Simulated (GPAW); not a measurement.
**SiHClO: molecular dynamics**

System: SiHClO.
Method: PBE/real-space grid, dispersion D3(0), scalar-relativistic datasets (GPAW 26.7.0).

The geometry comes from this level: PBE0-D4/def2-TZVP.

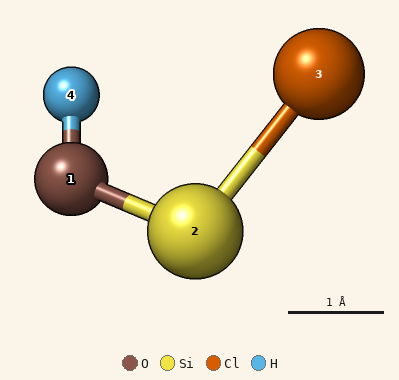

*The structure as given in the input (ball-and-stick view, seen at a tilt; atoms are numbered from 1 in the order of the input).*

Bond lengths as drawn: Cl–Si 2.11 Å, H–O 0.96 Å and O–Si 1.64 Å.

Input (mol_md.py):
```python
import numpy as np
from ase import units
from ase.calculators.mixing import SumCalculator
from ase.io.zmatrix import parse_zmatrix
from ase.md.velocitydistribution import MaxwellBoltzmannDistribution, Stationary, ZeroRotation
from ase.md.verlet import VelocityVerlet
from dftd3.ase import DFTD3
from gpaw import GPAW

# Structure
atoms = parse_zmatrix("""
O
Si 1 1.636709
Cl 2 2.110468 1 101.28075
H 1 0.962827 2 120.37708 3 -0.02597
""")
atoms.center(vacuum=4.5)

# GPAW settings
calc = GPAW(mode="fd",
            h=0.15,
            xc="PBE",
            eigensolver={"name": "ppcg", "niter": 2},
            maxiter=60,
            setups={"Cl": "v3"},
            symmetry="off",
            txt="mol.txt")
atoms.calc = SumCalculator([DFTD3(method="PBE", damping="d3zero"), calc])

rng = np.random.default_rng(160)
MaxwellBoltzmannDistribution(atoms, temperature_K=500, rng=rng)
Stationary(atoms)
ZeroRotation(atoms)
dyn = VelocityVerlet(atoms, timestep=0.5 * units.fs, trajectory="md.traj", logfile="-")
dyn.run(20)
```

Hardware: 1 thread of Intel Xeon @ 2.50GHz (Skylake/Cascade Lake), 12 GiB of memory available, shared host.

Command:
```bash
python3 mol_md.py
```

The program's output:
```
DeprecationWarning: Use thermalize_momenta
Time[ps]      Etot[eV]     Epot[eV]     Ekin[eV]    T[K]
0.0000         -18.8646     -19.1233       0.2587   500.3
0.0005         -18.8647     -19.1315       0.2668   516.0
0.0010         -18.8647     -19.1370       0.2722   526.5
0.0015         -18.8647     -19.1390       0.2743   530.5
0.0020         -18.8647     -19.1374       0.2726   527.3
0.0025         -18.8647     -19.1320       0.2674   517.1
0.0030         -18.8646     -19.1238       0.2592   501.3
0.0035         -18.8645     -19.1139       0.2493   482.2
0.0040         -18.8645     -19.1032       0.2388   461.8
0.0045         -18.8645     -19.0925       0.2280   441.0
0.0050         -18.8645     -19.0816       0.2170   419.8
0.0055         -18.8646     -19.0700       0.2054   397.3
0.0060         -18.8646     -19.0573       0.1927   372.7
0.0065         -18.8646     -19.0430       0.1784   345.0
0.0070         -18.8645     -19.0270       0.1624   314.1
0.0075         -18.8645     -19.0098       0.1453   281.0
0.0080         -18.8644     -18.9926       0.1282   248.0
0.0085         -18.8643     -18.9769       0.1125   217.6
0.0090         -18.8644     -18.9634       0.0990   191.4
0.0095         -18.8644     -18.9521       0.0877   169.6
0.0100         -18.8645     -18.9426       0.0781   151.1
```

Trajectory as extended XYZ (Å, eV, eV/Å), 21 frames, from step=0 to step=20:
```
4
Properties=species:S:1:pos:R:3:forces:R:3 step=0 time_fs=0.0 energy=-19.12327 temperature=500.3
O     4.9869    4.5000    4.5000   -0.5516  -0.5406   0.0006
Si    6.6236    4.5000    4.5000    0.7717  -0.2932  -0.0002
Cl    7.0364    6.5697    4.5000    0.1367   0.2632  -0.0016
H     4.5000    5.3306    4.5004   -0.3093   0.4960  -0.0003
4
Properties=species:S:1:pos:R:3:forces:R:3 step=1 time_fs=0.5 energy=-19.13146 temperature=516.0
O     4.9801    4.4971    4.5004   -0.3554  -0.3953  -0.0033
Si    6.6260    4.4998    4.4999    0.5281  -0.2871   0.0028
Cl    7.0374    6.5709    4.5000    0.1132   0.2412  -0.0027
H     4.5072    5.3393    4.4961   -0.2497   0.3671   0.0065
4
Properties=species:S:1:pos:R:3:forces:R:3 step=2 time_fs=1.0 energy=-19.13695 temperature=526.5
O     4.9733    4.4942    4.5008   -0.2139  -0.1950  -0.0087
Si    6.6285    4.4995    4.4998    0.2942  -0.2806   0.0060
Cl    7.0383    6.5722    4.5001    0.0912   0.2224  -0.0038
H     4.5139    5.3488    4.4919   -0.1620   0.1789   0.0129
4
Properties=species:S:1:pos:R:3:forces:R:3 step=3 time_fs=1.5 energy=-19.13903 temperature=530.5
O     4.9664    4.4912    4.5011   -0.0937   0.0439  -0.0169
Si    6.6310    4.4992    4.4996    0.0712  -0.2740   0.0093
Cl    7.0393    6.5735    4.5001    0.0701   0.2049  -0.0049
H     4.5201    5.3588    4.4876   -0.0607  -0.0423   0.0157
4
Properties=species:S:1:pos:R:3:forces:R:3 step=4 time_fs=2.0 energy=-19.13737 temperature=527.3
O     4.9595    4.4883    4.5015    0.0292   0.2954  -0.0274
Si    6.6335    4.4989    4.4995   -0.1402  -0.2675   0.0126
Cl    7.0402    6.5747    4.5002    0.0503   0.1886  -0.0060
H     4.5262    5.3687    4.4834    0.0353  -0.2725   0.0220
4
Properties=species:S:1:pos:R:3:forces:R:3 step=5 time_fs=2.5 energy=-19.13205 temperature=517.1
O     4.9526    4.4854    4.5019    0.1781   0.5336  -0.0374
Si    6.6360    4.4986    4.4994   -0.3395  -0.2613   0.0159
Cl    7.0412    6.5760    4.5002    0.0319   0.1727  -0.0071
H     4.5324    5.3779    4.4793    0.1078  -0.4880   0.0282
4
Properties=species:S:1:pos:R:3:forces:R:3 step=6 time_fs=3.0 energy=-19.12381 temperature=501.3
O     4.9458    4.4826    4.5022    0.3456   0.7220  -0.0507
Si    6.6384    4.4982    4.4993   -0.5261  -0.2557   0.0192
Cl    7.0422    6.5773    4.5003    0.0149   0.1561  -0.0082
H     4.5389    5.3860    4.4752    0.1583  -0.6595   0.0397
4
Properties=species:S:1:pos:R:3:forces:R:3 step=7 time_fs=3.5 energy=-19.11386 temperature=482.2
O     4.9390    4.4798    4.5026    0.5121   0.8463  -0.0635
Si    6.6409    4.4978    4.4992   -0.6996  -0.2508   0.0225
Cl    7.0431    6.5787    4.5003   -0.0010   0.1388  -0.0093
H     4.5457    5.3924    4.4713    0.1763  -0.7777   0.0504
4
Properties=species:S:1:pos:R:3:forces:R:3 step=8 time_fs=4.0 energy=-19.10323 temperature=461.8
O     4.9322    4.4772    4.5029    0.6879   0.9099  -0.0756
Si    6.6432    4.4974    4.4990   -0.8601  -0.2464   0.0259
Cl    7.0441    6.5800    4.5004   -0.0166   0.1206  -0.0103
H     4.5529    5.3970    4.4674    0.1618  -0.8283   0.0605
4
Properties=species:S:1:pos:R:3:forces:R:3 step=9 time_fs=4.5 energy=-19.09255 temperature=441.0
O     4.9256    4.4748    4.5033    0.8914   0.9233  -0.0887
Si    6.6455    4.4970    4.4989   -1.0071  -0.2428   0.0293
Cl    7.0450    6.5813    4.5004   -0.0296   0.1018  -0.0114
H     4.5606    5.3997    4.4637    0.1158  -0.8094   0.0661
4
Properties=species:S:1:pos:R:3:forces:R:3 step=10 time_fs=5.0 energy=-19.08158 temperature=419.8
O     4.9191    4.4725    4.5036    1.1210   0.8809  -0.0963
Si    6.6477    4.4965    4.4988   -1.1412  -0.2394   0.0326
Cl    7.0460    6.5827    4.5005   -0.0416   0.0817  -0.0126
H     4.5685    5.4003    4.4602    0.0424  -0.7263   0.0698
4
Properties=species:S:1:pos:R:3:forces:R:3 step=11 time_fs=5.5 energy=-19.06996 temperature=397.3
O     4.9128    4.4703    4.5039    1.3514   0.7682  -0.0944
Si    6.6498    4.4961    4.4987   -1.2628  -0.2361   0.0360
Cl    7.0470    6.5840    4.5005   -0.0528   0.0597  -0.0138
H     4.5765    5.3993    4.4568   -0.0494  -0.5795   0.0674
4
Properties=species:S:1:pos:R:3:forces:R:3 step=12 time_fs=6.0 energy=-19.05726 temperature=372.7
O     4.9067    4.4682    4.5042    1.5676   0.5951  -0.0840
Si    6.6518    4.4956    4.4986   -1.3724  -0.2323   0.0394
Cl    7.0479    6.5854    4.5006   -0.0634   0.0359  -0.0149
H     4.5844    5.3969    4.4536   -0.1500  -0.3794   0.0586
4
Properties=species:S:1:pos:R:3:forces:R:3 step=13 time_fs=6.5 energy=-19.04298 temperature=345.0
O     4.9008    4.4663    4.5045    1.7868   0.3812  -0.0669
Si    6.6537    4.4951    4.4985   -1.4711  -0.2278   0.0428
Cl    7.0489    6.5867    4.5006   -0.0735   0.0100  -0.0161
H     4.5919    5.3935    4.4505   -0.2612  -0.1394   0.0485
4
Properties=species:S:1:pos:R:3:forces:R:3 step=14 time_fs=7.0 energy=-19.02695 temperature=314.1
O     4.8952    4.4643    4.5047    1.9985   0.1552  -0.0506
Si    6.6554    4.4946    4.4984   -1.5595  -0.2220   0.0461
Cl    7.0498    6.5881    4.5006   -0.0827  -0.0166  -0.0172
H     4.5988    5.3898    4.4475   -0.3690   0.1111   0.0387
4
Properties=species:S:1:pos:R:3:forces:R:3 step=15 time_fs=7.5 energy=-19.00977 temperature=281.0
O     4.8899    4.4624    4.5050    2.1862  -0.0440  -0.0396
Si    6.6570    4.4940    4.4983   -1.6387  -0.2145   0.0493
Cl    7.0507    6.5894    4.5007   -0.0904  -0.0427  -0.0185
H     4.6048    5.3864    4.4446   -0.4611   0.3384   0.0273
4
Properties=species:S:1:pos:R:3:forces:R:3 step=16 time_fs=8.0 energy=-18.99263 temperature=248.0
O     4.8849    4.4605    4.5052    2.3291  -0.1928  -0.0344
Si    6.6585    4.4935    4.4982   -1.7097  -0.2050   0.0524
Cl    7.0517    6.5908    4.5007   -0.0968  -0.0687  -0.0197
H     4.6098    5.3838    4.4418   -0.5287   0.5084   0.0172
4
Properties=species:S:1:pos:R:3:forces:R:3 step=17 time_fs=8.5 energy=-18.97687 temperature=217.6
O     4.8803    4.4586    4.5055    2.4270  -0.2640  -0.0364
Si    6.6598    4.4929    4.4981   -1.7735  -0.1931   0.0554
Cl    7.0526    6.5921    4.5008   -0.1030  -0.0948  -0.0211
H     4.6134    5.3824    4.4391   -0.5653   0.5944   0.0119
4
Properties=species:S:1:pos:R:3:forces:R:3 step=18 time_fs=9.0 energy=-18.96337 temperature=191.4
O     4.8760    4.4566    4.5057    2.4855  -0.2397  -0.0442
Si    6.6610    4.4923    4.4981   -1.8309  -0.1787   0.0580
Cl    7.0535    6.5935    4.5008   -0.1090  -0.1204  -0.0224
H     4.6157    5.3825    4.4363   -0.5682   0.5846   0.0119
4
Properties=species:S:1:pos:R:3:forces:R:3 step=19 time_fs=9.5 energy=-18.95214 temperature=169.6
O     4.8721    4.4546    4.5060    2.5143  -0.1202  -0.0570
Si    6.6620    4.4917    4.4980   -1.8828  -0.1618   0.0605
Cl    7.0544    6.5948    4.5008   -0.1151  -0.1460  -0.0237
H     4.6167    5.3839    4.4336   -0.5422   0.4811   0.0190
4
Properties=species:S:1:pos:R:3:forces:R:3 step=20 time_fs=10.0 energy=-18.94263 temperature=151.1
O     4.8686    4.4526    4.5062    2.5232   0.0756  -0.0758
Si    6.6628    4.4910    4.4979   -1.9295  -0.1424   0.0627
Cl    7.0553    6.5961    4.5009   -0.1223  -0.1725  -0.0252
H     4.6163    5.3865    4.4310   -0.4920   0.3019   0.0326
```

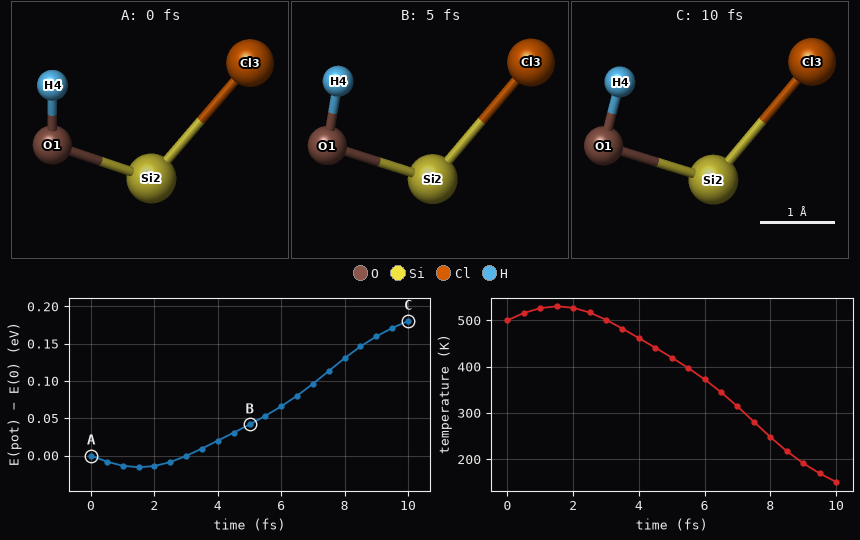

*Frames of the molecular dynamics (ball-and-stick, seen at a tilt) above the curves, on which the letters mark them.*

The trajectory kept here has 21 frames over 10 fs. The temperature starts at 500 K, ranges from 151 to 531 K and averages 283 K over the second half. The potential energy ends 0.181 eV above its first value. After an unweighted best fit of the last frame on the first, the root-mean-square displacement is 0.09 Å.

Summary:

| quantity | value |
| --- | --- |
| outcome | finished |
| mean temperature over the second half | 283 K |
| trajectory | 21 frames kept, 10 fs |
| wall time | 8.2 min |
| peak memory | 0.83 GiB |

Settings chosen away from the usual ones: h set to 0.15 (from 0.22); setups set to {"Cl": "v3"}; solver set to ppcg; niter set to 2. So short a trajectory is not equilibrated.
